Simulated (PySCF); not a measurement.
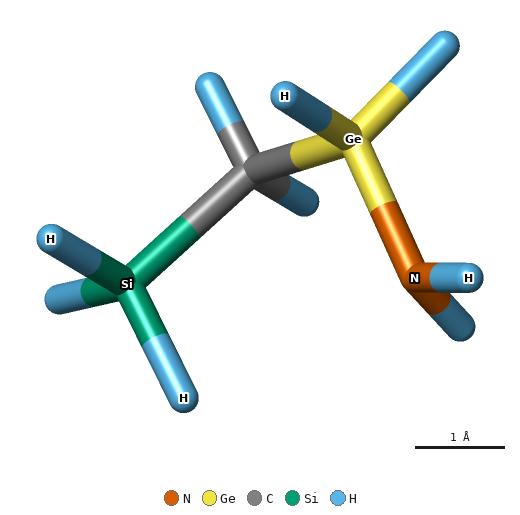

**Figure 1.** The structure as given in the input (stick view, seen at a tilt). Sticks mark near contacts. Bond lengths as drawn: C–Ge 1.95 Å, C–H 1.07 to 1.10 Å, C–Si 1.93 Å, Ge–H 1.50 to 1.52 Å, Ge–N 1.79 Å, H–N 1.03 to 1.04 Å and H–Si 1.44 to 1.50 Å.

# Run report: CH9GeNSi, geometry relaxation

CH9GeNSi, SMILES [NH2][GeH2][CH2][SiH3], computed with PBE0-D3(BJ)/def2-SVP geometry optimisation, gas phase (PySCF 2.14.0).

## The program's output
```
step   0  E = -2463.84840202  max force = 0.034199
step   1  E = -2463.85255591  max force = 0.018090
step   2  E = -2463.85443247  max force = 0.008538
step   3  E = -2463.85490329  max force = 0.001755
step   4  E = -2463.85502801  max force = 0.001132
step   5  E = -2463.85510695  max force = 0.001284
step   6  E = -2463.85522153  max force = 0.001354
step   7  E = -2463.85539487  max force = 0.001911
step   8  E = -2463.85556623  max force = 0.002713
step   9  E = -2463.85571835  max force = 0.002511
step  10  E = -2463.85589565  max force = 0.000740
step  11  E = -2463.85592568  max force = 0.000376
step  12  E = -2463.85593816  max force = 0.000253
optimisation converged
```

## Trajectory as extended XYZ (Å, eV, eV/Å), 13 frames, from step=0 to step=12
```
13
Properties=species:S:1:pos:R:3:forces:R:3 step=0 energy=-67044.72996
N    -1.8373    0.7651   -0.5632   -1.4067   1.7586  -0.7999
Ge   -1.0999   -0.8112   -0.1650    0.6931  -0.5838  -0.2589
C     0.7993   -0.7035   -0.6041    0.2976   0.3616   1.7585
Si    1.7434    0.7124    0.3055   -1.7418  -0.5563  -0.4207
H    -1.7111    1.1259   -1.5170    0.1245  -0.2528   0.4199
H    -2.8428    0.8974   -0.3528    0.8276  -0.2339   0.0309
H    -1.7370   -1.9864   -0.8855   -0.1774  -0.5301  -0.3489
H    -1.3585   -0.9902    1.2976   -0.0055  -0.1627   0.8861
H     0.9278   -0.5704   -1.6537    0.0786   0.1392  -1.3598
H     1.2862   -1.6546   -0.3357   -0.0391  -0.0746  -0.0121
H     1.6162    0.5000    1.7654    0.0774   0.0259   0.2776
H     3.1248    0.6892   -0.0993    1.0985   0.0770  -0.2323
H     1.0947    2.0095   -0.0639    0.1733   0.0319   0.0596
13
Properties=species:S:1:pos:R:3:forces:R:3 step=1 energy=-67044.84299
N    -1.9097    0.7829   -0.6667    0.5065  -0.9303   0.2990
Ge   -1.0802   -0.8360   -0.1749   -0.2036   0.1333   0.0895
C     0.8341   -0.6395   -0.5129   -0.0604   0.2037  -0.2617
Si    1.6566    0.8037    0.3828    0.2603  -0.1756  -0.0886
H    -1.6506    0.9562   -1.6328    0.0202   0.2274  -0.2672
H    -2.9029    0.5812   -0.6890   -0.4175   0.2263   0.0079
H    -1.6317   -2.0786   -0.9599    0.0958   0.2368   0.1122
H    -1.3576   -1.0598    1.3403    0.0397   0.0644  -0.2505
H     0.9819   -0.5114   -1.6078   -0.0409  -0.0458   0.2743
H     1.3383   -1.5793   -0.2352    0.0104   0.0035   0.0326
H     1.5485    0.6241    1.8625   -0.0277   0.0142   0.0132
H     3.1174    0.8277    0.0183   -0.1196   0.0349   0.0683
H     1.0630    2.1168    0.0043   -0.0633   0.0075  -0.0289
13
Properties=species:S:1:pos:R:3:forces:R:3 step=2 energy=-67044.89406
N    -1.8973    0.7432   -0.6694    0.0872  -0.4390  -0.0471
Ge   -1.0722   -0.8581   -0.1800   -0.1946   0.2773  -0.0660
C     0.8390   -0.6494   -0.5150   -0.0152   0.0789  -0.0626
Si    1.6520    0.7972    0.3736    0.0592  -0.0305  -0.0209
H    -1.6407    1.0012   -1.6247   -0.0712   0.0142   0.1278
H    -2.9156    0.6503   -0.6527    0.1576   0.1103   0.0095
H    -1.6149   -2.0882   -0.9556    0.0333  -0.0110  -0.0116
H    -1.3480   -1.0685    1.3213   -0.0034   0.0127   0.0034
H     0.9892   -0.5307   -1.6028   -0.0053  -0.0217   0.0350
H     1.3477   -1.5836   -0.2258   -0.0053  -0.0109   0.0115
H     1.5219    0.6338    1.8542   -0.0147   0.0109   0.0036
H     3.1111    0.8457    0.0345   -0.0156   0.0077   0.0216
H     1.0351    2.0952   -0.0288   -0.0120   0.0011  -0.0041
13
Properties=species:S:1:pos:R:3:forces:R:3 step=3 energy=-67044.90687
N    -1.8758    0.7212   -0.6625   -0.0138  -0.0567  -0.0902
Ge   -1.0728   -0.8709   -0.1874   -0.0367   0.0872   0.0030
C     0.8374   -0.6547   -0.5205    0.0291  -0.0030   0.0327
Si    1.6422    0.7975    0.3646   -0.0436   0.0136   0.0005
H    -1.6255    1.0172   -1.6051   -0.0079   0.0060   0.0436
H    -2.8930    0.6941   -0.6184    0.0390   0.0335   0.0455
H    -1.6061   -2.1013   -0.9640    0.0107  -0.0450  -0.0282
H    -1.3481   -1.0753    1.3125   -0.0119  -0.0233   0.0415
H     0.9922   -0.5454   -1.6061    0.0024  -0.0108  -0.0462
H     1.3449   -1.5869   -0.2213    0.0040  -0.0021  -0.0023
H     1.4881    0.6498    1.8449   -0.0064   0.0052  -0.0008
H     3.1042    0.8555    0.0506    0.0207  -0.0067   0.0001
H     1.0195    2.0872   -0.0584    0.0144   0.0019   0.0007
13
Properties=species:S:1:pos:R:3:forces:R:3 step=4 energy=-67044.91026
N    -1.8672    0.7134   -0.6587   -0.0242   0.0485  -0.0582
Ge   -1.0735   -0.8784   -0.1929    0.0177  -0.0157   0.0268
C     0.8386   -0.6599   -0.5234    0.0195  -0.0147   0.0234
Si    1.6343    0.7996    0.3578   -0.0383   0.0134   0.0000
H    -1.6218    1.0325   -1.5931    0.0074  -0.0047   0.0001
H    -2.8815    0.7248   -0.5875   -0.0006   0.0005   0.0449
H    -1.5967   -2.1134   -0.9742    0.0051  -0.0038  -0.0101
H    -1.3493   -1.0884    1.3087   -0.0101  -0.0195   0.0001
H     0.9985   -0.5594   -1.6098   -0.0064  -0.0069  -0.0212
H     1.3453   -1.5900   -0.2157    0.0059   0.0058  -0.0008
H     1.4592    0.6670    1.8374   -0.0046   0.0025  -0.0014
H     3.1012    0.8534    0.0643    0.0125  -0.0077   0.0008
H     1.0200    2.0869   -0.0841    0.0160   0.0024  -0.0044
13
Properties=species:S:1:pos:R:3:forces:R:3 step=5 energy=-67044.91241
N    -1.8614    0.7108   -0.6523    0.0011   0.0660  -0.0132
Ge   -1.0727   -0.8845   -0.1990    0.0340  -0.0501   0.0241
C     0.8411   -0.6655   -0.5247    0.0025  -0.0108   0.0031
Si    1.6273    0.8025    0.3507   -0.0125   0.0083  -0.0018
H    -1.6243    1.0454   -1.5825   -0.0015  -0.0106  -0.0220
H    -2.8715    0.7488   -0.5507   -0.0162  -0.0122   0.0278
H    -1.5891   -2.1186   -0.9885   -0.0028   0.0183  -0.0065
H    -1.3517   -1.1063    1.3012   -0.0091  -0.0113  -0.0142
H     1.0065   -0.5745   -1.6118   -0.0117  -0.0041   0.0047
H     1.3467   -1.5930   -0.2072    0.0089   0.0091   0.0036
H     1.4266    0.6895    1.8286   -0.0049   0.0022  -0.0011
H     3.1001    0.8449    0.0816    0.0010  -0.0060   0.0048
H     1.0298    2.0886   -0.1165    0.0113   0.0010  -0.0094
13
Properties=species:S:1:pos:R:3:forces:R:3 step=6 energy=-67044.91553
N    -1.8513    0.7104   -0.6358    0.0416   0.0639   0.0429
Ge   -1.0699   -0.8943   -0.2106    0.0364  -0.0696   0.0149
C     0.8464   -0.6756   -0.5251   -0.0188  -0.0075  -0.0164
Si    1.6168    0.8081    0.3374    0.0167   0.0036  -0.0010
H    -1.6354    1.0638   -1.5632   -0.0220  -0.0144  -0.0383
H    -2.8520    0.7820   -0.4810   -0.0255  -0.0191  -0.0008
H    -1.5818   -2.1178   -1.0208   -0.0100   0.0353  -0.0074
H    -1.3578   -1.1419    1.2844   -0.0050  -0.0003  -0.0211
H     1.0219   -0.6015   -1.6125   -0.0140  -0.0013   0.0254
H     1.3502   -1.5975   -0.1890    0.0134   0.0109   0.0079
H     1.3656    0.7359    1.8101   -0.0054   0.0037  -0.0013
H     3.0991    0.8264    0.1175   -0.0106  -0.0039   0.0087
H     1.0555    2.0900   -0.1825    0.0033  -0.0014  -0.0136
13
Properties=species:S:1:pos:R:3:forces:R:3 step=7 energy=-67044.92025
N    -1.8296    0.7139   -0.5956    0.0952   0.0511   0.0982
Ge   -1.0634   -0.9119   -0.2334    0.0212  -0.0793   0.0025
C     0.8571   -0.6960   -0.5237   -0.0331  -0.0138  -0.0364
Si    1.5975    0.8191    0.3100    0.0385   0.0000   0.0089
H    -1.6625    1.0948   -1.5211   -0.0480  -0.0146  -0.0469
H    -2.8053    0.8325   -0.3448   -0.0358  -0.0214  -0.0356
H    -1.5762   -2.1021   -1.0920   -0.0159   0.0501  -0.0098
H    -1.3706   -1.2131    1.2479    0.0041   0.0120  -0.0211
H     1.0530   -0.6542   -1.6096   -0.0126   0.0007   0.0390
H     1.3576   -1.6050   -0.1501    0.0187   0.0129   0.0104
H     1.2440    0.8335    1.7631   -0.0034   0.0064  -0.0021
H     3.0923    0.7926    0.1951   -0.0206  -0.0008   0.0101
H     1.1133    2.0841   -0.3169   -0.0081  -0.0034  -0.0172
13
Properties=species:S:1:pos:R:3:forces:R:3 step=8 energy=-67044.92491
N    -1.7911    0.7239   -0.5249    0.1395   0.0367   0.1090
Ge   -1.0531   -0.9347   -0.2677   -0.0173  -0.0687  -0.0080
C     0.8730   -0.7296   -0.5181   -0.0211  -0.0337  -0.0540
Si    1.5670    0.8339    0.2658    0.0340   0.0006   0.0362
H    -1.7049    1.1393   -1.4460   -0.0670  -0.0148  -0.0375
H    -2.7161    0.8884   -0.1441   -0.0440  -0.0182  -0.0624
H    -1.5785   -2.0568   -1.2060   -0.0192   0.0595  -0.0092
H    -1.3912   -1.3181    1.1871    0.0171   0.0169  -0.0111
H     1.1015   -0.7359   -1.5981   -0.0084   0.0005   0.0406
H     1.3680   -1.6159   -0.0872    0.0184   0.0165   0.0110
H     1.0601    0.9850    1.6643    0.0106   0.0081  -0.0002
H     3.0638    0.7555    0.3212   -0.0233   0.0043   0.0051
H     1.2087    2.0530   -0.5173   -0.0193  -0.0077  -0.0194
13
Properties=species:S:1:pos:R:3:forces:R:3 step=9 energy=-67044.92905
N    -1.7746    0.7353   -0.5041    0.1291   0.0144   0.1009
Ge   -1.0498   -0.9367   -0.2738   -0.0450  -0.0221  -0.0209
C     0.8780   -0.7416   -0.5140   -0.0122  -0.0197  -0.0336
Si    1.5603    0.8340    0.2585    0.0214   0.0090   0.0140
H    -1.7153    1.1448   -1.4308   -0.0577  -0.0227  -0.0173
H    -2.6962    0.8916   -0.1097   -0.0266  -0.0111  -0.0619
H    -1.5927   -2.0272   -1.2366   -0.0086   0.0313  -0.0091
H    -1.3943   -1.3397    1.1735    0.0136   0.0114  -0.0045
H     1.1127   -0.7556   -1.5920    0.0007   0.0012   0.0256
H     1.3741   -1.6216   -0.0720    0.0048   0.0104   0.0120
H     1.0273    1.0173    1.6431    0.0074   0.0023   0.0003
H     3.0548    0.7515    0.3468   -0.0126   0.0027   0.0021
H     1.2228    2.0359   -0.5603   -0.0144  -0.0071  -0.0076
13
Properties=species:S:1:pos:R:3:forces:R:3 step=10 energy=-67044.93387
N    -1.7377    0.7662   -0.4734   -0.0035  -0.0169   0.0328
Ge   -1.0475   -0.9321   -0.2757   -0.0317   0.0381  -0.0202
C     0.8822   -0.7591   -0.5048    0.0033   0.0247   0.0140
Si    1.5543    0.8290    0.2580   -0.0084   0.0116  -0.0372
H    -1.7165    1.1336   -1.4214    0.0099  -0.0071   0.0025
H    -2.6813    0.8784   -0.1115    0.0110   0.0156  -0.0050
H    -1.6303   -1.9672   -1.2713    0.0114  -0.0326  -0.0078
H    -1.3957   -1.3540    1.1634   -0.0057  -0.0133   0.0103
H     1.1215   -0.7714   -1.5805    0.0199  -0.0089  -0.0149
H     1.3816   -1.6336   -0.0568   -0.0185  -0.0041   0.0122
H     1.0202    1.0340    1.6382   -0.0062  -0.0080   0.0039
H     3.0476    0.7544    0.3525    0.0108  -0.0022  -0.0035
H     1.2089    2.0100   -0.5878    0.0078   0.0030   0.0129
13
Properties=species:S:1:pos:R:3:forces:R:3 step=11 energy=-67044.93469
N    -1.7281    0.7660   -0.4558   -0.0001   0.0042   0.0193
Ge   -1.0481   -0.9376   -0.2853   -0.0167   0.0113  -0.0082
C     0.8836   -0.7662   -0.5023    0.0018   0.0157  -0.0071
Si    1.5467    0.8330    0.2448   -0.0086  -0.0003   0.0004
H    -1.7200    1.1484   -1.3977    0.0011  -0.0065   0.0002
H    -2.6577    0.8942   -0.0652    0.0052   0.0058  -0.0121
H    -1.6255   -1.9603   -1.2981    0.0041  -0.0071  -0.0023
H    -1.4059   -1.3793    1.1461    0.0004  -0.0115   0.0041
H     1.1340   -0.7930   -1.5755    0.0123  -0.0138  -0.0058
H     1.3777   -1.6349   -0.0376   -0.0079   0.0013   0.0121
H     0.9777    1.0680    1.6063    0.0062  -0.0025   0.0017
H     3.0367    0.7485    0.3806    0.0059   0.0001  -0.0068
H     1.2362    2.0011   -0.6314   -0.0038   0.0033   0.0044
13
Properties=species:S:1:pos:R:3:forces:R:3 step=12 energy=-67044.93503
N    -1.7332    0.7650   -0.4631    0.0005   0.0052   0.0103
Ge   -1.0511   -0.9363   -0.2818   -0.0008   0.0024  -0.0024
C     0.8805   -0.7615   -0.5025   -0.0035   0.0103  -0.0103
Si    1.5501    0.8324    0.2493   -0.0045  -0.0026   0.0001
H    -1.7097    1.1449   -1.4059    0.0016  -0.0026   0.0006
H    -2.6694    0.8937   -0.0892   -0.0008  -0.0005  -0.0060
H    -1.6223   -1.9707   -1.2870   -0.0008   0.0039  -0.0008
H    -1.4062   -1.3721    1.1526    0.0015  -0.0054  -0.0037
H     1.1292   -0.7858   -1.5764    0.0060  -0.0130   0.0020
H     1.3736   -1.6329   -0.0417   -0.0019   0.0024   0.0112
H     1.0008    1.0506    1.6218    0.0041  -0.0016   0.0012
H     3.0425    0.7511    0.3609    0.0007   0.0009  -0.0044
H     1.2224    2.0096   -0.6082   -0.0022   0.0005   0.0020
```

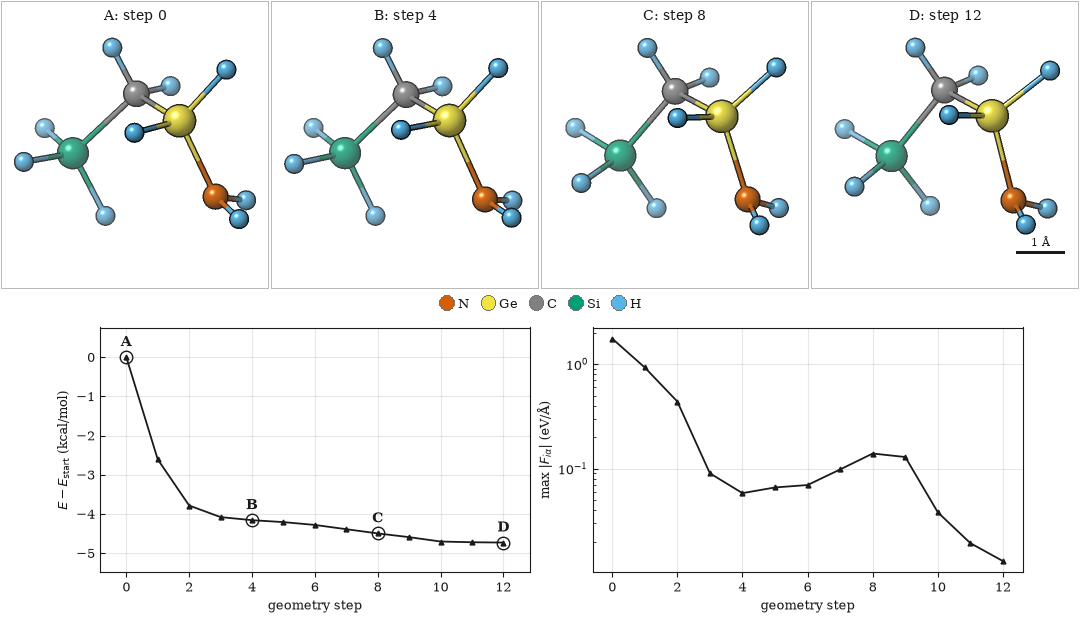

**Figure 2.** Frames of the relaxation (ball-and-stick view, seen at a tilt) above the curves, on which the letters mark them (steps are counted from 0).

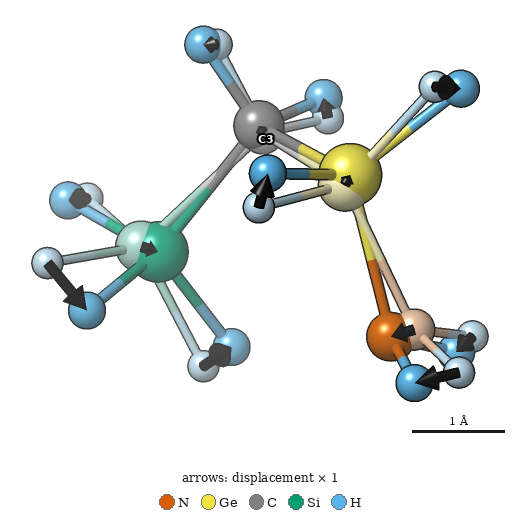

**Figure 3.** Start (faint) and end (solid) with the displacements as black arrows, at true length (ball-and-stick view, seen at a tilt). The two geometries are laid on each other by the best rigid fit. After 12 geometry steps the energy has fallen by 4.73 kcal/mol. The largest force component goes from 1.8 to 0.013 eV/Å. H11 moves most after the best rigid fit: 0.68 Å. Largest moves by element: H 0.68 Å, N 0.27 Å, Si 0.19 Å, Ge 0.12 Å, C 0.09 Å. Among the contacts that change: Si4–H12 1.440 → 1.499 Å, N1–Ge2 1.785 → 1.842 Å, Ge2–H8 1.496 → 1.541 Å, C3–Si4 1.930 → 1.885 Å. Among the angles that change: C3–Si4–H13 107.9° → 111.1°, H11–Si4–H12 110.9° → 107.8°, H5–N1–H6 105.2° → 108.4°. (Atoms are counted from 1 in the order of the input.)

The run was set up as follows.

## The input
```
{"job": {"xc": "PBE0", "basis": "def2-SVP", "d3": "d3bj", "grid": 1, "maxiter": 30, "shake": 0.01, "kind": "geom"}, "charge": 0, "multiplicity": 1}
N     -1.837320     0.765120    -0.563240
Ge    -1.099940    -0.811220    -0.165000
C      0.799260    -0.703500    -0.604070
Si     1.743430     0.712360     0.305530
H     -1.711140     1.125860    -1.516960
H     -2.842780     0.897390    -0.352770
H     -1.736980    -1.986360    -0.885490
H     -1.358500    -0.990210     1.297650
H      0.927800    -0.570400    -1.653730
H      1.286230    -1.654560    -0.335680
H      1.616220     0.500010     1.765380
H      3.124850     0.689150    -0.099280
H      1.094680     2.009470    -0.063910
```

The first line tells a small driver script what to run in PySCF; the rest is the geometry in Å.

Run as:
```bash
OMP_NUM_THREADS=1 python <driver script> task.json out
```

## Key numbers

- outcome: converged
- total energy: −2463.855938 hartree
- dipole moment: 1.62 D
- point group: C1
- hardware: 1 CPU thread, shared host
- wall time: 66 s
- peak memory: 0.52 GiB
